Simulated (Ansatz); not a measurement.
# FeRu: moment against volume, part 2 of 2

At what volume does FeRu lose its moments? Methods of the runs shown: LAPW and crystal datasets. Companion runs by PAW are cited. Its runs: free moments (LAPW); volume scaled by 0.7 (LAPW and crystal datasets); volume scaled by 0.7, no spin polarisation (LAPW); volume scaled by 0.82 (LAPW and crystal datasets); volume scaled by 0.88 (LAPW and crystal datasets); volume scaled by 0.94 (LAPW); volume scaled by 1.2 (LAPW).

Ansatz 0.2.0; DFT LDA; a Materials Project cell. «Crystal datasets» are all-electron PAW datasets made for this crystal. The steps go on from the part before.

### 8 Volume scaled by 0.88, LAPW

The input, input.yaml:

```yaml
crystal:
  lattice:
    - [2.5325542409, 0.0, 0.0]
    - [-1.2662771204, 2.1932563091, 0.0]
    - [0.0, 0.0, 3.9004332941]
  atoms:
    - { symbol: Fe, position: [0.0, 0.0, 0.5], spin: 3.0 }
    - { symbol: Ru, position: [0.6666666667, 0.3333333333, 0.0], spin: 1.5 }
magnetization:
  spin_polarized: true
kpoints:
  mp_grid: { grid: [12, 12, 7] }
scf:
  occupations: { method: fermi_dirac, width: 0.05 }
hamiltonian:
  xc: lda
  pseudopotentials: { kind: all_electron, lapw: { basis_error: 0.001 } }
output:
  forces: true
  stress: true
  eigenvalues: false
  populations: true
```

The run is started by

```bash
> ansatz run input.yaml --threads 1 --pin off --max-ram 3072MiB --backend cpu --events-out ev --progress --plain --runs-dir out
```

What it wrote, cut to the lines that bear on the results:

```text
settings of this run that can trade accuracy for cost: output.eigenvalues: false. Do not mix this run's numbers with those of runs without the same settings; the input reference describes each key
Fe: projections on atomic orbitals take those of the free atom 1s2 2s2 2p6 3s2 3p6 3d6 4s2, of charge +0.00 (hamiltonian.pseudopotentials.projection_atoms)
Ru: projections on atomic orbitals take those of the free atom 1s2 2s2 2p6 3s2 3p6 3d10 4s2 4p6 4d7 5s1, of charge +0.00 (hamiltonian.pseudopotentials.projection_atoms)
LAPW: plane waves up to 9.278 Å⁻¹, error target 1.0e-3 eV per atom; small_component_spin mean_spin; Fe in spheres of 1.207 Å, 16 of its electrons in bands, Dirac shells []; Ru in spheres of 1.231 Å, 32 of its electrons in bands, Dirac shells []
[...]
Pseudopotentials: kind: all_electron
Pseudopotential: Fe, LAPW, valence charge 16, Koelling and Harmon's equation, gaussian nucleus
Pseudopotential: Ru, LAPW, valence charge 32, Koelling and Harmon's equation, gaussian nucleus
Functional definition: SPW92
[...]
WARN: the starting moments were not kept: the SCF closed with an absolute magnetisation of 2.1e-6 μB, where they sum to 4.5 μB in size (2 sites). That is at most 0.1 of that sum. Measured as dr2_m measures the in/out step, that magnetisation stands 1.0e-12 eV from none, at or under the [...]
Magnetization: -0.0000 μB (24.0000 up, 24.0000 down)
Absolute magnetization: 0.0000 μB (∫|ρ↑−ρ↓|)
Spin contamination: 0.0000 ħ² per cell (⟨S²⟩ above its minimum at these occupations)
Per-site moments (μB) at R_I (Å): [(-1.8277975772917898e-6, 1.2068483855575716), (2.5502406586497273e-7, 1.2306274511264332)]
Free energy (F): -157748.480870 eV
[...]
E sigma→0 (E₀):  -157748.473143 eV
Entropy (-TS):   -0.015454 eV (-7.727 meV/atom)
Fermi energy:    26.268580 eV
[...]
--- Forces (eV/Å), atoms counted from 1 ---
  atom   1  Fe     0.00000000    -0.00000000     0.00000000
  atom   2  Ru    -0.00000000     0.00000000    -0.00000000
[...]
--- Stress (GPa, compression-positive) ---
       23.034962       0.000000       0.000000
        0.000000      23.034962      -0.000000
        0.000000      -0.000000      25.457611
  P = ⅓ Tr σ = 23.8425 GPa (238.425 kbar)
--- Löwdin populations: 2 sites ---
  site symbol       q [e]    m [muB]
     0     Fe     25.6976    -0.0000
     1     Ru     44.0548     0.0000
  spilling = 0.003537 (of n_electrons = 70.000000)
settings of this run that can trade accuracy for cost: output.eigenvalues: false. Do not mix this run's numbers with those of runs without the same settings; the input reference describes each key
```

Run time: 84 s. Hardware: 1 thread of Arm Neoverse V2, shared host; peak memory 0.54 GiB.

Result: total moment 0.00 μB; site moments Fe1 0.00, Ru2 0.00 μB; pressure 23.84 GPa.

### 9 Volume scaled by 0.88, crystal datasets

input.yaml, as its differences from that of step 8:

```diff
@@ -16,3 +16,3 @@
   xc: lda
-  pseudopotentials: { kind: all_electron, lapw: { basis_error: 0.001 } }
+  pseudopotentials: { kind: all_electron, datasets: crystal }
 output:
@@ -21,2 +21 @@
   eigenvalues: false
-  populations: true
```

The run is started by

```bash
> ansatz run input.yaml --threads 1 --pin off --max-ram 3072MiB --backend cpu --events-out ev --progress --plain --runs-dir out
```

What it wrote, cut to the lines that bear on the results:

```text
settings of this run that can trade accuracy for cost: output.eigenvalues: false. Do not mix this run's numbers with those of runs without the same settings; the input reference describes each key
[...]
[... 1 set-up line as earlier in the session ...]
Pseudopotential: Fe, paw, valence charge 16, recommended cutoff 360 eV (normal), Koelling and Harmon's equation, gaussian nucleus
Pseudopotential: Ru, paw, valence charge 16, recommended cutoff 360 eV (normal), Koelling and Harmon's equation, gaussian nucleus
[... 1 set-up line as earlier in the session ...]
[...]
a search for the magnetic state begins, with frozen cores and fixed partial waves. It gives no result and prints no iterations
the search for the magnetic state of this step took 15 SCF iterations with frozen cores. It stayed in its first state, in which the spheres begin
Crystal: 2 atoms, lattice volume = 21.665 Å³
Basis set: ecut = 360 eV, 313 PW (Γ)
Bands: 23, of which v1, the nominal top of the filled ones, is band 16 counted from 1 (15 counted from 0)
[...]
WARN: the starting moments were not kept: the SCF closed with an absolute magnetisation of 1.5e-7 μB, where they sum to 4.5 μB in size (2 sites). That is at most 0.1 of that sum. Measured as dr2_m measures the in/out step, that magnetisation stands 2.6e-14 eV from none, at or under the [...]
By the cutoff:   a pressure is off by up to 0.008 GPa (1.2 times the spheres' own share and the shells' term, over an atom's volume, and 0.004 GPa: a bound that held against runs at twice the plane waves)
Past the cutoffs: a stress includes 0.0024 GPa for waves and charges beyond them, in addition to the slope of what the spheres take
In the spheres:  the bands' charges fall short by 5.4e-7 e at most (sound up to 1e-3)
Fermi energy:    26.268513 eV
[...]
  The terms above E_closure are by the made datasets' own strengths, without shells solved beside the bands.
--- Forces (eV/Å), atoms counted from 1 ---
  atom   1  Fe     0.00000000     0.00000000     0.00000000
  atom   2  Ru     0.00000000    -0.00000000    -0.00000000
[...]
--- Stress (GPa, compression-positive) ---
       23.036805       0.000000       0.000000
        0.000000      23.036805      -0.000000
        0.000000      -0.000000      25.454459
  P = ⅓ Tr σ = 23.8427 GPa (238.427 kbar)
settings of this run that can trade accuracy for cost: output.eigenvalues: false. Do not mix this run's numbers with those of runs without the same settings; the input reference describes each key
```

Run time: 37 s. Hardware: 1 thread of Arm Neoverse V2, shared host; peak memory 0.88 GiB.

In short: total moment 0.00 μB; site moments Fe1 0.00, Ru2 0.00 μB; pressure 23.84 GPa.

### 10 Volume scaled by 0.94, LAPW

The input, input.yaml:

```yaml
crystal:
  lattice:
    - [2.5888515596, 0.0, 0.0]
    - [-1.2944257798, 2.2420112172, 0.0]
    - [0.0, 0.0, 3.9871378285]
  atoms:
    - { symbol: Fe, position: [0.0, 0.0, 0.5], spin: 3.0 }
    - { symbol: Ru, position: [0.6666666667, 0.3333333333, 0.0], spin: 1.5 }
magnetization:
  spin_polarized: true
kpoints:
  mp_grid: { grid: [12, 12, 7] }
scf:
  occupations: { method: fermi_dirac, width: 0.05 }
hamiltonian:
  xc: lda
  pseudopotentials: { kind: all_electron, lapw: { basis_error: 0.001 } }
output:
  forces: true
  stress: true
  eigenvalues: false
  populations: true
```

The run is started by

```bash
> ansatz run input.yaml --threads 1 --pin off --max-ram 3072MiB --backend cpu --events-out ev --progress --plain --runs-dir out
```

What it wrote, cut to the lines that bear on the results:

```text
settings of this run that can trade accuracy for cost: output.eigenvalues: false. Do not mix this run's numbers with those of runs without the same settings; the input reference describes each key
Fe: projections on atomic orbitals take those of the free atom 1s2 2s2 2p6 3s2 3p6 3d6 4s2, of charge +0.00 (hamiltonian.pseudopotentials.projection_atoms)
Ru: projections on atomic orbitals take those of the free atom 1s2 2s2 2p6 3s2 3p6 3d10 4s2 4p6 4d7 5s1, of charge +0.00 (hamiltonian.pseudopotentials.projection_atoms)
LAPW: plane waves up to 9.058 Å⁻¹, error target 1.0e-3 eV per atom; small_component_spin mean_spin; Fe in spheres of 1.232 Å, 16 of its electrons in bands, Dirac shells []; Ru in spheres of 1.259 Å, 32 of its electrons in bands, Dirac shells []
[...]
[... 4 set-up lines as earlier in the session ...]
[...]
WARN: the starting moments were not kept: the SCF closed with an absolute magnetisation of 5.0e-6 μB, where they sum to 4.5 μB in size (2 sites). That is at most 0.1 of that sum. Measured as dr2_m measures the in/out step, that magnetisation stands 5.3e-12 eV from none, at or under the [...]
Magnetization: 0.0000 μB (24.0000 up, 24.0000 down)
Absolute magnetization: 0.0000 μB (∫|ρ↑−ρ↓|)
Spin contamination: 0.0000 ħ² per cell (⟨S²⟩ above its minimum at these occupations)
Per-site moments (μB) at R_I (Å): [(4.320134340929371e-6, 1.2324474860988022), (-5.908079252492371e-7, 1.259212127494952)]
Free energy (F): -157748.573559 eV
[...]
E sigma→0 (E₀):  -157748.565210 eV
Entropy (-TS):   -0.016698 eV (-8.349 meV/atom)
Fermi energy:    24.275515 eV
[...]
--- Forces (eV/Å), atoms counted from 1 ---
  atom   1  Fe     0.00000000     0.00000000    -0.00000000
  atom   2  Ru     0.00000000    -0.00000000     0.00000000
[...]
--- Stress (GPa, compression-positive) ---
       -2.641753      -0.000000      -0.000000
       -0.000000      -2.641753       0.000000
       -0.000000       0.000000      -1.209266
  P = ⅓ Tr σ = -2.1643 GPa (-21.643 kbar)
--- Löwdin populations: 2 sites ---
  site symbol       q [e]    m [muB]
     0     Fe     25.6861     0.0000
     1     Ru     44.0603    -0.0000
  spilling = 0.003623 (of n_electrons = 70.000000)
settings of this run that can trade accuracy for cost: output.eigenvalues: false. Do not mix this run's numbers with those of runs without the same settings; the input reference describes each key
```

It took 83 s on 1 thread of Arm Neoverse V2, shared host; peak memory 0.54 GiB.

Read from it: total moment 0.00 μB; site moments Fe1 0.00, Ru2 0.00 μB; pressure -2.16 GPa.

### 11 Volume scaled by 1.2, LAPW

input.yaml, as its differences from that of step 10:

```diff
@@ -2,5 +2,5 @@
   lattice:
-    - [2.5888515596, 0.0, 0.0]
-    - [-1.2944257798, 2.2420112172, 0.0]
-    - [0.0, 0.0, 3.9871378285]
+    - [2.8083955761, 0.0, 0.0]
+    - [-1.4041977881, 2.4321419128, 0.0]
+    - [0.0, 0.0, 4.3252616001]
   atoms:
```

The run is started by

```bash
> ansatz run input.yaml --threads 1 --pin off --max-ram 3072MiB --backend cpu --events-out ev --progress --plain --runs-dir out
```

What it wrote:

```text
settings of this run that can trade accuracy for cost: output.eigenvalues: false. Do not mix this run's numbers with those of runs without the same settings; the input reference describes each key
Fe: projections on atomic orbitals take those of the free atom 1s2 2s2 2p6 3s2 3p6 3d6 4s2, of charge +0.00 (hamiltonian.pseudopotentials.projection_atoms)
Ru: projections on atomic orbitals take those of the free atom 1s2 2s2 2p6 3s2 3p6 3d10 4s2 4p6 4d7 5s1, of charge +0.00 (hamiltonian.pseudopotentials.projection_atoms)
LAPW: plane waves up to 8.274 Å⁻¹, error target 1.0e-3 eV per atom; small_component_spin mean_spin; Fe in spheres of 1.333 Å, 16 of its electrons in bands, Dirac shells []; Ru in spheres of 1.370 Å, 26 of its electrons in bands, Dirac shells []
Engine: ansatz 0.2.0
[... 2 set-up lines as earlier in the session ...]
Pseudopotential: Ru, LAPW, valence charge 26, Koelling and Harmon's equation, gaussian nucleus
[... 1 set-up line as earlier in the session ...]
  exchange = slater_x
  correlation = pw_c
Crystal: 2 atoms, lattice volume = 29.543 Å³
Basis set: ecut = 260.8297681818387 eV, 287 PW (Γ), exchange–correlation at level 2
Bands: 28, of which v1, the nominal top of the filled ones, is band 21 counted from 1 (20 counted from 0)
[... 1 set-up line as earlier in the session ...]
Space group: P-6m2 (ITA 187), of the structure as read, at distance tolerance 3.1e-5 Å
Magnetic group: BNS 187.209 (UNI 1439), of the structure as read, at distance tolerance 3.1e-5 Å
k-points: 76 of 1008 (time reversal used)
Non-local potential: Fe, projectors of the file, none
Non-local potential: Ru, projectors of the file, none
Initial density: superposition of atomic densities (chi_scale 0.1, normalization cell)
Starting moments: Σ|m| = 4.5 μB on 2 of 2 sites
Initial wavefunctions: plane waves of lowest kinetic energy (no species holds an atomic orbital)
Functional: x = slater, c = lda
iter 1 solved again at ethr=1.78e-3 eV; its pass at ethr=1.00e-1 eV (dr2=7.46e-1 eV) is discarded
SCF iter   1: F=—  HF=-157746.922964 eV  |F-HF|=—  |Δ(HF+E_count)|=         —  Δρ=5.54e-2 (↑5.54e-2 ↓4.08e-2)  dr2=7.46e-1  dr2_m=5.45e-1  M=2.173 μB ∫|m|=2.424 μB  β_m=0.30  ethr=1.78e-3  ⟨swp⟩=2.0  Hψ=28137  notcnv=0
Mixer restart at iter 1: flushing history
preconditioner: auto → none  [metal: Δε(μ)=0.006 eV  Ē_g=8.316 eV  σ=0.050 eV  W_gap=0.03  n_scr=8 (ndim 8)  ℏωp=27.3 eV  f_vac=0.000  D(μ)=3.47/eV (n_scr^D=42)  sad-step TF]
SCF iter   2: F=—  HF=-157747.214040 eV  |F-HF|=—  |Δ(HF+E_count)|=   2.91e-1  Δρ=3.57e-2 (↑3.57e-2 ↓2.87e-2)  dr2=1.03e-1  dr2_m=2.65e-1  M=2.212 μB ∫|m|=2.500 μB  β_m=0.51  ethr=1.78e-3  ⟨swp⟩=2.2  Hψ=12908  notcnv=0
SCF iter   3: F=—  HF=-157747.461115 eV  |F-HF|=—  |Δ(HF+E_count)|=   2.47e-1  Δρ=2.41e-2 (↑2.41e-2 ↓2.36e-2)  dr2=1.20e0  dr2_m=6.72e-2  M=1.791 μB ∫|m|=2.330 μB  β_m=0.44  ethr=2.45e-4  ⟨swp⟩=3.0  Hψ=13966  notcnv=0
SCF iter   4: F=—  HF=-157747.421226 eV  |F-HF|=—  |Δ(HF+E_count)|=   3.99e-2  Δρ=4.61e-3 (↑2.94e-3 ↓4.61e-3)  dr2=3.35e-2  dr2_m=7.26e-4  M=1.988 μB ∫|m|=2.527 μB  β_m=0.41  ethr=2.45e-4  ⟨swp⟩=3.0  Hψ=13462  notcnv=0
SCF iter   5: F=—  HF=-157747.413307 eV  |F-HF|=—  |Δ(HF+E_count)|=         —  Δρ=2.04e-3 (↑1.47e-3 ↓2.04e-3)  dr2=3.42e-3  dr2_m=5.15e-4  M=1.973 μB ∫|m|=2.535 μB  β_m=0.42  ethr=7.98e-5  ⟨swp⟩=2.0  Hψ=11831  notcnv=0
the basis was enlarged: its passes take 440.6 KiB over the memory plan, 2 of 2 planned eigensolver slots
SCF iter   6: F=—  HF=-157747.414306 eV  |F-HF|=—  |Δ(HF+E_count)|=   9.99e-4  Δρ=1.25e-3 (↑6.72e-4 ↓1.25e-3)  dr2=1.32e-3  dr2_m=1.48e-4  M=1.973 μB ∫|m|=2.536 μB  β_m=0.71  ethr=8.15e-6  ⟨swp⟩=2.0  Hψ=11994  notcnv=0
SCF iter   7: F=—  HF=-157747.414969 eV  |F-HF|=—  |Δ(HF+E_count)|=   6.63e-4  Δρ=5.14e-4 (↑3.32e-4 ↓5.14e-4)  dr2=1.98e-4  dr2_m=3.92e-5  M=1.971 μB ∫|m|=2.545 μB  β_m=0.85  ethr=3.15e-6  ⟨swp⟩=2.0  Hψ=11992  notcnv=0
iter 8 solved again at ethr=6.43e-9 eV; its pass at ethr=4.73e-7 eV (dr2=2.70e-6 eV) is discarded
SCF iter   8: F=—  HF=-157747.414954 eV  |F-HF|=—  |Δ(HF+E_count)|=   1.49e-5  Δρ=1.39e-4 (↑1.39e-4 ↓1.24e-4)  dr2=2.70e-6  dr2_m=4.38e-6  M=1.972 μB ∫|m|=2.546 μB  β_m=0.93  ethr=6.43e-9  ⟨swp⟩=2.0  Hψ=20460  notcnv=0
SCF iter   9: F=—  HF=-157747.414943 eV  |F-HF|=—  |Δ(HF+E_count)|=   1.05e-5  Δρ=5.11e-5 (↑3.96e-5 ↓5.11e-5)  dr2=3.52e-7  dr2_m=5.33e-7  M=1.971 μB ∫|m|=2.546 μB  β_m=0.79  ethr=6.43e-9  ⟨swp⟩=3.0  Hψ=12736  notcnv=0
SCF iter  10: F=—  HF=-157747.414943 eV  |F-HF|=—  |Δ(HF+E_count)|=   5.88e-9  Δρ=1.74e-5 (↑1.28e-5 ↓1.74e-5)  dr2=1.65e-7  dr2_m=5.26e-8  M=1.971 μB ∫|m|=2.546 μB  β_m=0.67  ethr=8.39e-10  ⟨swp⟩=2.0  Hψ=11992  notcnv=0
SCF iter  11: F=—  HF=-157747.414943 eV  |F-HF|=—  |Δ(HF+E_count)|=   1.12e-7  Δρ=7.38e-6 (↑5.44e-6 ↓7.38e-6)  dr2=1.53e-8  dr2_m=1.04e-8  M=1.971 μB ∫|m|=2.546 μB  β_m=0.84  ethr=3.93e-10  ⟨swp⟩=2.0  Hψ=11992  notcnv=0
SCF iter  12: F=—  HF=-157747.414943 eV  |F-HF|=—  |Δ(HF+E_count)|=  5.82e-11  Δρ=1.24e-6 (↑1.21e-6 ↓1.24e-6)  dr2=1.21e-10  dr2_m=3.98e-10  M=1.971 μB ∫|m|=2.546 μB  β_m=0.90  ethr=3.65e-11  ⟨swp⟩=2.1  Hψ=12005  notcnv=0
SCF iter  13: F=-157747.414943 eV  HF=-157747.414943 eV  |F-HF|=4.37e-10  |Δ(HF+E_count)|=  2.91e-10  Δρ=4.61e-7 (↑2.76e-7 ↓4.61e-7)  dr2=3.00e-10  dr2_m=1.98e-11  M=1.971 μB ∫|m|=2.546 μB  ethr=4.58e-12 (applied; sched 1.00e-12)  ⟨swp⟩=2.0  Hψ=11992  notcnv=0
SCF 1 converged in 13 iterations: F = -157747.414943 eV  dr2 = 3.00e-10
SCF converged after 13 iterations
Magnetization: 1.9708 μB (21.9854 up, 20.0146 down)
Absolute magnetization: 2.5459 μB (∫|ρ↑−ρ↓|)
Spin contamination: 0.2412 ħ² per cell (⟨S²⟩ above its minimum at these occupations)
Per-site moments (μB) at R_I (Å): [(2.2488748064840998, 1.3325384924988306), (-0.24673624271784433, 1.3704229075644005)]
Free energy (F): -157747.414943 eV
Harris-Foulkes:  -157747.414943 eV  (|F-HF|=4.37e-10)
Internal energy: -157747.386860 eV  (E = F + TS)
E sigma→0 (E₀):  -157747.400902 eV
Entropy (-TS):   -0.028083 eV (-14.041 meV/atom)
Fermi energy:    17.998478 eV
--- Per-component energies (eV) ---
  E_band       = -2864.748214
  E_kinetic    = 163062.156718
  E_xc         = -4975.696435
  E_electrostatic = -315833.847143  (all electrons and nuclei)
  E_smearing   = -0.028083  (= −TS)
  E_closure    = 0.000000  (closes the sum)
  E_atoms      = -157727.692793  (free atoms, spherical and without spin; not in F)
  Σ components = -157747.414943   (vs F -157747.414943, Δ=0.00e0)
  Basis errors (estimates in eV, not in F): energy 2.5e-4 per atom: plane waves 2.1e-4 (1.1e-4 summed), levels above the bands 7.7e-80, relativity 3.3e-9, radial functions 4.1e-5, core shells 5.0e-7; eigenvalues (radial functions only) 3.7e-6; not estimated: angular momenta, meshes, grids; target (lapw.basis_error) 1.0e-3; muffin-tin radii Fe 1.333 Å, Ru 1.370 Å
--- Forces (eV/Å), atoms counted from 1 ---
  atom   1  Fe     0.00000000    -0.00000000     0.00000000
  atom   2  Ru    -0.00000000     0.00000000     0.00000000
  max |Σ_I F_I| component: 0.00e0 eV/Å
--- Stress (GPa, compression-positive) ---
      -39.655539      -0.000000       0.000000
       -0.000000     -39.655539       0.000000
        0.000000       0.000000     -37.038762
  P = ⅓ Tr σ = -38.7833 GPa (-387.833 kbar)
--- Löwdin populations: 2 sites ---
  site symbol       q [e]    m [muB]
     0     Fe     25.5813     2.2580
     1     Ru     44.1491    -0.2576
  spilling = 0.003852 (of n_electrons = 70.000000)
settings of this run that can trade accuracy for cost: output.eigenvalues: false. Do not mix this run's numbers with those of runs without the same settings; the input reference describes each key
```

Wall time 62 s (1 thread of Arm Neoverse V2, shared host); peak memory 0.53 GiB.

Read from it: total moment 1.97 μB; site moments Fe1 2.25, Ru2 -0.25 μB; pressure -38.78 GPa.

### 12 All runs together

Rows by PAW come from runs of the same series that aren't printed here.

| method | volume × | start | largest site moment (μB) | total moment (μB) | pressure (GPa) | gain by magnetism (meV/atom) |
| --- | --- | --- | --- | --- | --- | --- |
| LAPW | 0.7 | no spin | – | – | 193.2 | – |
| LAPW | 0.7 | moments | 0.00 | 0.00 | 193.2 | 0.0 |
| LAPW | 0.82 | moments | 0.00 | 0.00 | 61.2 | – |
| LAPW | 0.88 | moments | 0.00 | 0.00 | 23.8 | – |
| LAPW | 0.94 | moments | 0.00 | 0.00 | -2.2 | – |
| LAPW | 1 | moments | 0.00 | 0.00 | -20.2 | – |
| LAPW | 1.2 | moments | 2.25 | 1.97 | -38.8 | – |
| PAW | 0.7 | no spin | – | – | 192.9 | – |
| PAW | 0.7 | moments | 0.00 | 0.00 | 192.9 | 0.0 |
| PAW | 0.76 | no spin | – | – | 114.9 | – |
| PAW | 0.76 | moments | 0.00 | 0.00 | 114.9 | 0.0 |
| PAW | 0.76 | small moments | 0.00 | 0.00 | 114.9 | 0.0 |
| PAW | 0.82 | no spin | – | – | 61.1 | – |
| PAW | 0.82 | moments | 0.00 | 0.00 | 61.1 | 0.0 |
| PAW | 0.82 | small moments | 0.00 | 0.00 | 61.1 | 0.0 |
| PAW | 0.88 | no spin | – | – | 23.8 | – |
| PAW | 0.88 | moments | 0.00 | 0.00 | 23.8 | 0.0 |
| PAW | 0.94 | no spin | – | – | -2.2 | – |
| PAW | 0.94 | moments | 0.00 | 0.00 | -2.2 | 0.0 |
| PAW | 1 | no spin | – | – | -20.3 | – |
| PAW | 1 | moments | 0.00 | 0.00 | -20.3 | 0.0 |
| PAW | 1.06 | no spin | – | – | -32.7 | – |
| PAW | 1.06 | moments | 0.00 | 0.00 | -32.7 | 0.0 |
| PAW | 1.12 | no spin | – | – | -41.1 | – |
| PAW | 1.12 | moments | 1.08 | 0.87 | -38.6 | 1.7 |
| PAW | 1.2 | no spin | – | – | -48.1 | – |
| PAW | 1.2 | moments | 2.24 | 1.97 | -38.8 | 46.8 |
| crystal datasets | 0.7 | moments | 0.00 | 0.00 | 193.2 | – |
| crystal datasets | 0.82 | moments | 0.00 | 0.00 | 61.2 | – |
| crystal datasets | 0.88 | moments | 0.00 | 0.00 | 23.8 | – |

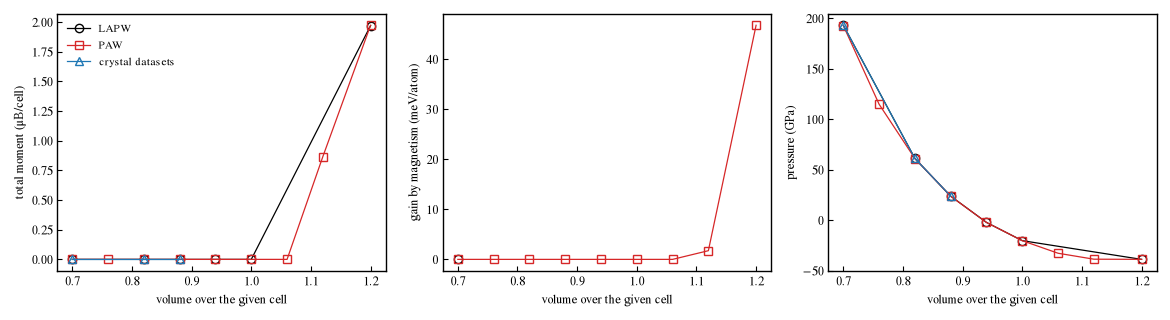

Moment, magnetic energy and pressure against volume.

### 13 Summary of results

The summary covers parts 1 to 2.

```
                 quantity               value
total moment at 0.7 (PAW)             0.00 μB
  total moment at 1 (PAW)             0.00 μB
total moment at 1.2 (PAW)             1.97 μB
        moments appear by  1.12 of the volume
```

In words: By PAW the total moment runs from 0.00 μB at 0.7 of the volume to 1.97 μB at 1.2. By PAW a moment holds from 1.12 of the volume on; compression widens the bands and works against it. Other magnetic orders may lie lower; this is the state that the run reached. The k mesh (12×12×7) wasn't tested for convergence.
